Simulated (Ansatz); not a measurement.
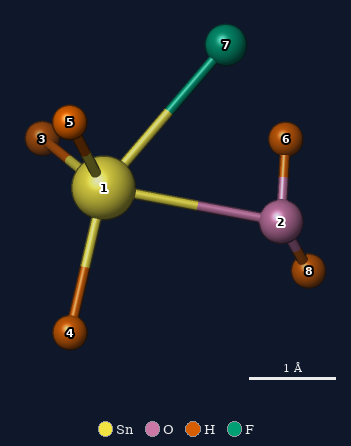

Fig. 1: The structure as given in the input (ball-and-stick view, seen at a tilt; atoms are numbered from 1 in the order of the input). Sticks mark near contacts. Bond lengths as drawn: F–Sn 2.25 Å, H–O 0.93 to 0.99 Å, H–Sn 1.63 to 1.75 Å and O–Sn 2.13 Å.

# SnH₅OF: saddle-point search

System: SnH₅OF.
Method: RKS PBE0-D4/def2-SVPD (Ansatz 0.2.0).

Figures and captions count atoms from 1; the log counts them from 0 in places.

Output
```
Functional definition: PBE0
  name "PBE0"
  cite "Adamo & Barone, J. Chem. Phys. 110, 6158 (1999) doi:10.1063/1.478522"
  cite "Perdew, Burke & Ernzerhof, Phys. Rev. Lett. 77, 3865 (1996) doi:10.1103/PhysRevLett.77.3865"
  parent pbe
  parameter a = 0.25
  parameter kappa = 0.804
  parameter beta = 0.06672455060314922
  exchange = (1 - a)*pbe_x(kappa = kappa, mu = beta*pi^2/3) + a*exact_x
  correlation = pbe_c(beta = beta)
1331 factors; integrals over basis functions are off by at most 3.4e-4 eV
mean field evaluation 1: about -10663.1338 eV, gradient 5.5e1 eV
mean field evaluation 2: about -10655.1351 eV, gradient 8.8e1 eV
mean field evaluation 4: about -10668.1119 eV, gradient 4.4e0 eV
mean field evaluation 8: about -10668.1558 eV, gradient 2.8e-2 eV
mean field -10668.15582000 eV, -392.0474952493 hartree, gradient 2.6e-5 eV, S^2 0.000000; 0 other end points of the search recorded, 0 dependent functions left out
the calculation of the forces begins
reference -10668.15585468 eV, -392.0474965237 hartree; 22, 22 occupied and 96, 96 virtual orbitals, 1331 factors
these checks for a lower state are left out or cut short: stability, starts, cluster_reference, orbital_swaps, neighbouring_geometries, increment
1331 factors; integrals over basis functions are off by at most 3.4e-4 eV
mean field evaluation 16: about -10668.1320 eV, gradient 1.6e-3 eV
mean field -10668.14574293 eV, -392.0471249238 hartree, gradient 1.0e-6 eV, S^2 0.000000; 0 other end points of the search recorded, 0 dependent functions left out
[... from here on the field's lines of each further geometry are left out, up to the last ...]
saddle step   1: F+E_penalty+E_count = -10668.25266232 eV  max|allowed force component| = 2.905e0 eV/Å  curvature = +2.1774 eV/Å²  mode residual = 1.03e1 eV/Å²  Δτ_max = 0.0000 Å  (1 rotations, 4 force calls, 86 SCF iters)  cluster: 3 rotations left out, max|force component along them| = 1.260e-7 eV/Å
saddle step   2: F+E_penalty+E_count = -10668.42604894 eV  max|allowed force component| = 1.147e0 eV/Å  curvature = -1.4983 eV/Å²  mode residual = 2.50e0 eV/Å²  Δτ_max = 0.0669 Å  (1 rotations, 3 force calls, 70 SCF iters)  cluster: 3 rotations left out, max|force component along them| = 5.354e-8 eV/Å
saddle step   3: F+E_penalty+E_count = -10668.48366094 eV  max|allowed force component| = 7.375e-1 eV/Å  curvature = -2.1184 eV/Å²  mode residual = 1.07e0 eV/Å²  Δτ_max = 0.0464 Å  (1 rotations, 3 force calls, 70 SCF iters)  cluster: 3 rotations left out, max|force component along them| = 3.462e-8 eV/Å
saddle step   4: F+E_penalty+E_count = -10668.52142383 eV  max|allowed force component| = 2.618e-1 eV/Å  curvature = -3.5223 eV/Å²  mode residual = 2.73e0 eV/Å²  Δτ_max = 0.0337 Å  (1 rotations, 3 force calls, 68 SCF iters)  cluster: 3 rotations left out, max|force component along them| = 3.445e-8 eV/Å
saddle step   5: F+E_penalty+E_count = -10668.52481087 eV  max|allowed force component| = 1.167e-1 eV/Å  curvature = -3.3285 eV/Å²  mode residual = 9.65e-1 eV/Å²  Δτ_max = 0.0122 Å  (1 rotations, 3 force calls, 71 SCF iters)  cluster: 3 rotations left out, max|force component along them| = 3.567e-8 eV/Å
saddle step   6: F+E_penalty+E_count = -10668.52567955 eV  max|allowed force component| = 5.391e-2 eV/Å  curvature = -3.3000 eV/Å²  mode residual = 6.64e-1 eV/Å²  Δτ_max = 0.0072 Å  (1 rotations, 3 force calls, 73 SCF iters)  cluster: 3 rotations left out, max|force component along them| = 3.570e-8 eV/Å
saddle step   7: F+E_penalty+E_count = -10668.52570967 eV  max|allowed force component| = 5.327e-2 eV/Å  curvature = -3.3245 eV/Å²  mode residual = 5.39e-1 eV/Å²  Δτ_max = 0.0089 Å  (1 rotations, 3 force calls, 72 SCF iters)  cluster: 3 rotations left out, max|force component along them| = 3.631e-8 eV/Å
saddle step   8: F+E_penalty+E_count = -10668.52592644 eV  max|allowed force component| = 2.287e-2 eV/Å  curvature = -3.2350 eV/Å²  mode residual = 4.58e-1 eV/Å²  Δτ_max = 0.0068 Å  (1 rotations, 3 force calls, 65 SCF iters)  cluster: 3 rotations left out, max|force component along them| = 5.063e-8 eV/Å
saddle step   9: F+E_penalty+E_count = -10668.52598385 eV  max|allowed force component| = 1.593e-2 eV/Å  curvature = -3.2590 eV/Å²  mode residual = 2.49e-1 eV/Å²  Δτ_max = 0.0015 Å  (1 rotations, 11 force calls, 186 SCF iters)  cluster: 3 rotations left out, max|force component along them| = 3.706e-7 eV/Å
saddle search: the force at step 10 is within saddle.f_tol, and the search now checks the order of the point unasked, as it does wherever a lone molecule whose rigid rotations it leaves out would converge (saddle.isolated_cluster): at most 100 rotations across the mode and 202 force calls, two more next to a line or behind a second negative curvature, two more where it reads a positive, two for each turn that reads one and six more at each negative that it reads, and up to 22 at one that stands (24 where saddle.amplitude is under 0.005 Å), over each length that the point is read over (saddle.order_check: false declines the check)
saddle search: the rotation starts from a random direction (saddle.seed = 0)
the calculation of the forces begins
reference -10668.42982109 eV, -392.0575646036 hartree; 22, 22 occupied and 96, 96 virtual orbitals, 1331 factors
1331 factors; integrals over basis functions are off by at most 4.5e-4 eV
mean field evaluation 672: about -10668.4030 eV, gradient 3.0e0 eV
mean field -10668.42978850 eV, -392.0575634059 hartree, gradient 1.0e-5 eV, S^2 0.000000; 1 other end points of the search recorded, 0 dependent functions left out
the calculation of the forces begins
reference -10668.42982286 eV, -392.0575646685 hartree; 22, 22 occupied and 96, 96 virtual orbitals, 1331 factors
saddle step  10: F+E_penalty+E_count = -10668.52605547 eV  max|allowed force component| = 3.438e-3 eV/Å  curvature = -3.2508 eV/Å² (error put at 0.0046; -3.2552 at half of saddle.amplitude)  mode residual = 2.91e-1 eV/Å²  Δτ_max = 0.0119 Å  (1 rotations, 67 force calls, 1036 SCF iters)  order check (unasked): positive, curvature across the mode = +0.1645 eV/Å²; +0.0612 less its residual, +0.0611 less it at half of saddle.amplitude; error put at 0.0001 (59 force calls)  cluster: 3 rotations left out, max|force component along them| = 3.578e-8 eV/Å
```

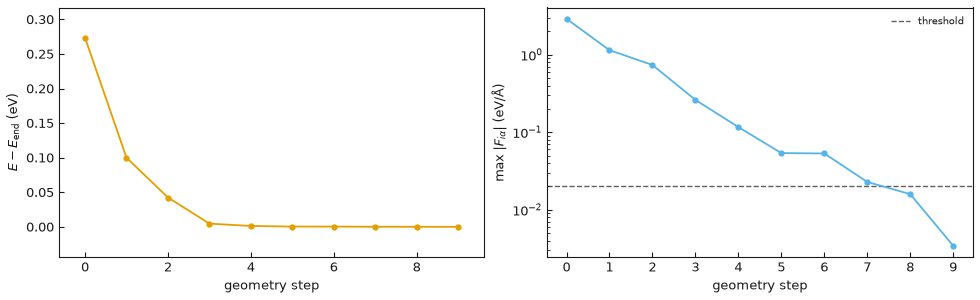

Fig. 2: Progress of the saddle-point search, step by step (the first geometry is step 0 here and step 1 in the log).

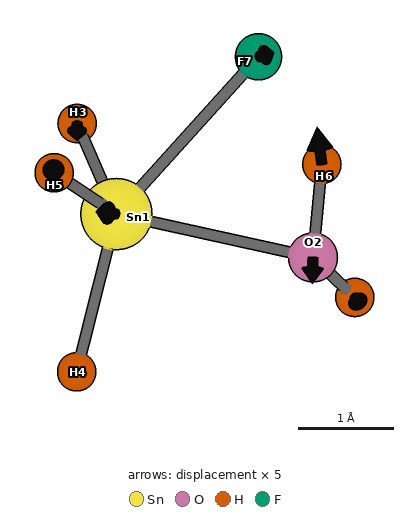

Fig. 3: The starting structure with the displacements as black arrows, magnified 5 times (ball-and-stick view, seen at a tilt). The two geometries are laid on each other by the best rigid fit. H6 moves most after the best rigid fit: 0.083 Å. Largest moves by element: H 0.083 Å, Sn 0.063 Å, O 0.059 Å, F 0.048 Å. Among the contacts that change: O2–H6 0.986 → 1.123 Å, Sn1–H5 1.626 → 1.698 Å, Sn1–F7 2.248 → 2.314 Å, Sn1–O2 2.125 → 2.187 Å. Among the angles that change: O2–Sn1–H5 112.5° → 108.8°, H3–Sn1–H5 117.6° → 120.8°, O2–Sn1–H4 92.6° → 89.6°. The energy falls by 0.273 eV in 9 geometry steps. Largest force component: 2.9 eV/Å at the start, 0.0034 eV/Å at the end. (Atoms are counted from 1 in the order of the input.)

```
WARN: saddle search: converged after 10 steps; from 1 of them it moved with no negative curvature along its mode to follow; the point found lies 0.083 Å from the start (the largest move of one atom). A search that has climbed so is the less sure of closing on the saddle that was meant: its order check read positive: it found no second negative curvature, which short of reading every direction across the mode is no proof (saddle.order_check, Limitations), and says nothing of whether the point is that saddle. Compare its geometry with the start
Total energy: -10668.52608983 eV, -392.0611024145 hartree
Atom 0 at    -0.077238    -0.722225     0.497302 Å, force     0.000428     0.000771    -0.000609 eV/Å
Atom 1 at     0.743470     0.900394    -0.717157 Å, force    -0.001552    -0.000529    -0.002127 eV/Å
Atom 2 at    -1.549910    -1.362303    -0.071032 Å, force     0.000140     0.000082    -0.000091 eV/Å
Atom 3 at     1.206715    -1.751573    -0.032310 Å, force    -0.000156    -0.000004    -0.000085 eV/Å
Atom 4 at     0.128788    -0.336199     2.137740 Å, force    -0.000002     0.000015     0.000301 eV/Å
Atom 5 at    -0.205604     1.395484    -0.377928 Å, force     0.000636    -0.000449    -0.000311 eV/Å
Atom 6 at    -1.196030     1.297974     0.347789 Å, force     0.000875    -0.000257    -0.000517 eV/Å
Atom 7 at     0.806178     0.773560    -1.668701 Å, force    -0.000369     0.000371     0.003438 eV/Å
Dipole moment:     0.265256    -0.433950    -0.295230 e Å
```

Trajectory as extended XYZ (Å, eV, eV/Å), 10 frames, from step=1 to step=10
```
8
Properties=species:S:1:pos:R:3:forces:R:3 step=1 energy=-10668.25266
Sn   -0.0473   -0.6675    0.5025   -1.2585  -1.3903  -0.7187
O     0.6873    0.9158   -0.7103    2.9048  -0.6453   0.5792
H    -1.5717   -1.3352   -0.0389    0.5594   0.0944   0.1082
H     1.2125   -1.7608   -0.0249   -0.0770   0.2680  -0.0399
H     0.1201   -0.3639    2.0907    0.2386   0.3099   1.2045
H    -0.1400    1.3677   -0.4201   -2.0066   1.4986   0.2105
F    -1.2062    1.2518    0.3404   -0.5397  -0.0027   0.5475
H     0.8018    0.7871   -1.6236    0.1790  -0.1327  -1.8912
8
Properties=species:S:1:pos:R:3:forces:R:3 step=2 energy=-10668.42605
Sn   -0.0401   -0.6827    0.4890   -1.0646  -1.1465  -0.3346
O     0.7079    0.8926   -0.7021    0.8042   0.2097  -0.5352
H    -1.5569   -1.3385   -0.0548    0.4479   0.1203   0.0701
H     1.2136   -1.7690   -0.0318   -0.0112   0.1452  -0.0335
H     0.1237   -0.3438    2.0892    0.1893   0.2283   0.8441
H    -0.1914    1.3781   -0.4077   -0.6298   0.4759   0.1115
F    -1.2363    1.2950    0.3816    0.3392  -0.1066  -0.1594
H     0.8359    0.7634   -1.6478   -0.0750   0.0738   0.0370
8
Properties=species:S:1:pos:R:3:forces:R:3 step=3 energy=-10668.48366
Sn   -0.0553   -0.6986    0.4965   -0.5741  -0.7163  -0.3184
O     0.7087    0.8928   -0.6972    0.7375   0.1146  -0.5494
H    -1.5496   -1.3540   -0.0659    0.2659   0.0990   0.0713
H     1.2082   -1.7669   -0.0343   -0.0263   0.1031   0.0028
H     0.1317   -0.3420    2.1084    0.1059   0.1482   0.5453
H    -0.2138    1.3930   -0.4066   -0.3235   0.2070   0.2128
F    -1.1972    1.3030    0.3579   -0.2236   0.0529   0.0895
H     0.8237    0.7678   -1.6431    0.0382  -0.0085  -0.0539
8
Properties=species:S:1:pos:R:3:forces:R:3 step=4 energy=-10668.52142
Sn   -0.0776   -0.7117    0.5014    0.0109  -0.2617  -0.1761
O     0.7295    0.8868   -0.7141   -0.0222   0.2088   0.0883
H    -1.5448   -1.3659   -0.0753    0.0168   0.0396   0.0403
H     1.2001   -1.7514   -0.0433   -0.0340   0.0258   0.0463
H     0.1417   -0.3337    2.1326    0.0012   0.0442   0.1208
H    -0.2250    1.4061   -0.3777   -0.0006  -0.1290   0.0169
F    -1.2015    1.3039    0.3522    0.0495   0.0896  -0.0524
H     0.8341    0.7610   -1.6600   -0.0216  -0.0172  -0.0841
8
Properties=species:S:1:pos:R:3:forces:R:3 step=5 energy=-10668.52481
Sn   -0.0804   -0.7172    0.4992    0.0987  -0.1167  -0.0559
O     0.7353    0.8938   -0.7139    0.0143   0.0423  -0.0679
H    -1.5485   -1.3665   -0.0702   -0.0189   0.0236   0.0140
H     1.2015   -1.7478   -0.0426   -0.0224   0.0004   0.0307
H     0.1384   -0.3358    2.1378   -0.0150   0.0135   0.0128
H    -0.2266    1.3942   -0.3796    0.0227   0.0093   0.0231
F    -1.1941    1.3066    0.3483   -0.0614   0.0382  -0.0033
H     0.8307    0.7679   -1.6633   -0.0179  -0.0106   0.0465
8
Properties=species:S:1:pos:R:3:forces:R:3 step=6 energy=-10668.52568
Sn   -0.0786   -0.7198    0.4969    0.0539  -0.0519  -0.0005
O     0.7385    0.8976   -0.7153    0.0181   0.0084  -0.0188
H    -1.5519   -1.3638   -0.0644   -0.0086   0.0097   0.0007
H     1.2036   -1.7481   -0.0409   -0.0067  -0.0092   0.0124
H     0.1351   -0.3381    2.1386   -0.0088   0.0063  -0.0193
H    -0.2201    1.3938   -0.3787    0.0015   0.0175   0.0006
F    -1.1969    1.3024    0.3446   -0.0307   0.0224   0.0010
H     0.8266    0.7711   -1.6651   -0.0187  -0.0032   0.0238
8
Properties=species:S:1:pos:R:3:forces:R:3 step=7 energy=-10668.52571
Sn   -0.0762   -0.7225    0.4953   -0.0173   0.0092   0.0426
O     0.7446    0.9011   -0.7139   -0.0533   0.0255  -0.0177
H    -1.5547   -1.3618   -0.0596    0.0089  -0.0001  -0.0096
H     1.2048   -1.7506   -0.0389    0.0103  -0.0139  -0.0057
H     0.1317   -0.3389    2.1379    0.0026   0.0000  -0.0253
H    -0.2131    1.3942   -0.3841    0.0265  -0.0095   0.0435
F    -1.2000    1.2974    0.3438    0.0180  -0.0012  -0.0330
H     0.8193    0.7762   -1.6649    0.0044  -0.0099   0.0051
8
Properties=species:S:1:pos:R:3:forces:R:3 step=8 energy=-10668.52593
Sn   -0.0761   -0.7229    0.4956   -0.0216   0.0129   0.0227
O     0.7431    0.9018   -0.7147    0.0229  -0.0080   0.0008
H    -1.5543   -1.3623   -0.0601    0.0091  -0.0017  -0.0070
H     1.2046   -1.7515   -0.0384    0.0109  -0.0112  -0.0054
H     0.1319   -0.3379    2.1374    0.0028   0.0020  -0.0196
H    -0.2093    1.3961   -0.3788   -0.0161  -0.0048  -0.0035
F    -1.2006    1.2961    0.3402    0.0000   0.0085   0.0069
H     0.8170    0.7756   -1.6654   -0.0080   0.0023   0.0051
8
Properties=species:S:1:pos:R:3:forces:R:3 step=9 energy=-10668.52598
Sn   -0.0765   -0.7225    0.4959   -0.0118   0.0032   0.0159
O     0.7431    0.9012   -0.7144    0.0076   0.0011  -0.0003
H    -1.5537   -1.3628   -0.0613    0.0064   0.0007  -0.0052
H     1.2043   -1.7514   -0.0386    0.0078  -0.0096  -0.0023
H     0.1324   -0.3373    2.1372    0.0015   0.0024  -0.0146
H    -0.2105    1.3956   -0.3794   -0.0067  -0.0038   0.0044
F    -1.2002    1.2970    0.3413    0.0008   0.0071  -0.0004
H     0.8174    0.7752   -1.6651   -0.0057  -0.0010   0.0025
8
Properties=species:S:1:pos:R:3:forces:R:3 step=10 energy=-10668.52606
Sn   -0.0772   -0.7222    0.4973    0.0004   0.0008  -0.0006
O     0.7435    0.9004   -0.7172   -0.0016  -0.0005  -0.0021
H    -1.5499   -1.3623   -0.0710    0.0001   0.0001  -0.0001
H     1.2067   -1.7516   -0.0323   -0.0002   0.0000  -0.0001
H     0.1288   -0.3362    2.1377    0.0000   0.0000   0.0003
H    -0.2056    1.3955   -0.3779    0.0006  -0.0004  -0.0003
F    -1.1960    1.2980    0.3478    0.0009  -0.0003  -0.0005
H     0.8062    0.7736   -1.6687   -0.0004   0.0004   0.0034
```

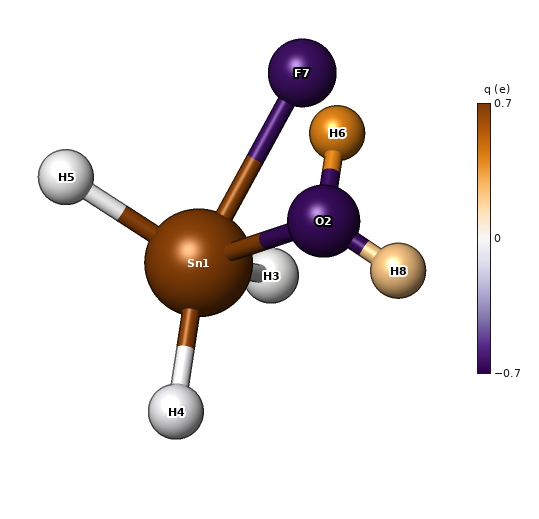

Fig. 4: Mulliken charges, as the colour of each atom (ball-and-stick view, seen at a tilt; atoms are numbered from 1 in the order of the input). By element: Sn +0.67, O −0.65, H −0.02 to +0.41 and F −0.64 e.

This output came from the following input.

Input
```yaml
crystal:
  periodic: [false, false, false]
  atoms:
    - {symbol: Sn, position_ang: [-0.047295, -0.667508, 0.502478]}
    - {symbol: O, position_ang: [0.687330, 0.915838, -0.710288]}
    - {symbol: H, position_ang: [-1.571708, -1.335174, -0.038883]}
    - {symbol: H, position_ang: [1.212479, -1.760839, -0.024905]}
    - {symbol: H, position_ang: [0.120056, -0.363891, 2.090673]}
    - {symbol: H, position_ang: [-0.140032, 1.367740, -0.420110]}
    - {symbol: F, position_ang: [-1.206223, 1.251813, 0.340372]}
    - {symbol: H, position_ang: [0.801762, 0.787134, -1.623634]}
basis:
  gaussian: {orbitals: def2-SVPD}
hamiltonian: {xc: pbe0, dispersion: d4}
saddle:
  f_tol: 0.02
  max_steps: 40
  mode_guess:
    - [-0.2496, 0.1284, 0.1571]
    - [0.0293, 0.1897, -0.0944]
    - [-0.0882, -0.0922, 0.0478]
    - [-0.1042, 0.2574, -0.0278]
    - [-0.0446, -0.0799, 0.1554]
    - [0.5594, -0.1029, -0.3810]
    - [-0.0702, -0.4205, 0.2226]
    - [-0.0319, 0.1199, -0.0798]
```

Run as:
```bash
ansatz run in.yaml --threads 4 --pin off --events-out ev --progress --plain --max-ram 9574MiB
```

Key numbers

| quantity | value |
| --- | --- |
| outcome | converged |
| total energy | −10668.5261 eV |
| mean-field energy | −10668.4298 eV |
| dispersion energy | −0.0963 eV |
| largest force (length of the vector) at the end | 0.003 eV/Å |
| dipole moment | 2.82 D |
| hardware | 4 threads of Intel Xeon, 180 GiB of memory available, shared host |
| wall time | 2.9 min (CPU time 8.9 min) |
| peak memory | 0.4 GiB |
